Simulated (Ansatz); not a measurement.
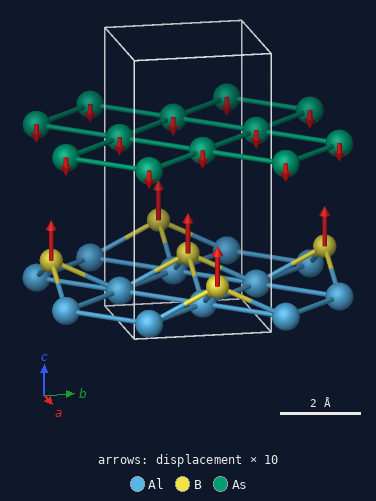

A relaxation of solid Al₂BAs₂ (a generated structure, set up in P4mm) (coarse preliminary run). The starting structure is drawn; red arrows show the displacements (the part carried along by the change of the cell is left out), 10 times their true length.

Style: ball-and-stick. Shown: the cell of the calculation, slightly off an axis.

Computed with DFT PBE, scalar-relativistic, plane waves, PAW (Ansatz 0.2.0).

Input
```yaml
crystal:
  lattice:
    - [3.53335787, 0.0, 0.0]
    - [0.0, 3.53335787, 0.0]
    - [0.0, 0.0, 7.2522542]
  atoms:
    - { symbol: Al, position: [0.5, 0.0, 0.11460596] }
    - { symbol: Al, position: [0.0, 0.5, 0.11460596] }
    - { symbol: B, position: [0.5, 0.5, 0.23627453] }
    - { symbol: As, position: [0.5, 0.0, 0.6641332] }
    - { symbol: As, position: [0.0, 0.5, 0.6641332] }
basis:
  ecutwfc: 420
kpoints:
  mp_grid: { grid: [6, 6, 4] }
hamiltonian:
  xc: pbe
scf:
  occupations: { method: gaussian, width: 0.1 }
  lower_state_search: "off"
output:
  forces: true
  stress: true
  eigenvalues: true
relax:
  adjacent_minimum: "off"
  f_tol: 0.04
  max_steps: 70
  cell: { stress_tol: 0.4 }
```

Run as
```bash
ansatz run input.yaml --threads 1 --pin off --max-ram 2560MiB --backend cpu --events-out ev --progress --plain --runs-dir out
```

Question: Which element moves most?

Answer: Boron: up to 0.10 Å, against 0.05 Å for arsenic.

Question: Describe the change and its energy.

Answer: The atom that moves furthest relative to the cell is B3 (0.10 Å along +c). By element the largest moves are B 0.10 Å, As 0.05 Å. Al stays in place. The drawn cell changes as follows: a = b 3.533 → 3.942 Å (+11.6 %), c 7.252 → 5.634 Å (−22.3 %); the volume changes by −3.3 %. Among the contacts that change: Al1–As4 3.985 → 3.053 Å, Al1–As4 (another image) 3.267 → 2.582 Å, As4–As5 2.498 → 2.788 Å, Al1–Al2 2.498 → 2.788 Å. New bonds form: Al1–As4 (3.27 → 2.58 Å), Al2–As5 (3.27 → 2.58 Å). Among the angles between lasting bonds that change: Al1–B3–Al1 126.9° → 136.1°, B3–Al1–B3 126.9° → 136.1°, Al1–B3–Al2 78.5° → 82.0°. The space group stays P4mm (No. 99). After 8 accepted moves (9 points after the start) the energy has fallen by 2.028 eV per cell of the calculation. Largest force component: 1.2 eV/Å at the start, 0.0074 eV/Å at the end. Pressure: 14.65 GPa at the start and 0.22 GPa at the end. At 1 point the geometry stayed and the basis and grid were re-selected for the new cell (energy shift of 15.9 meV per cell of the calculation at most each time). Cost: 2.8 min on 1 thread of AMD EPYC 7571 (shared host), peak memory 0.42 GiB.
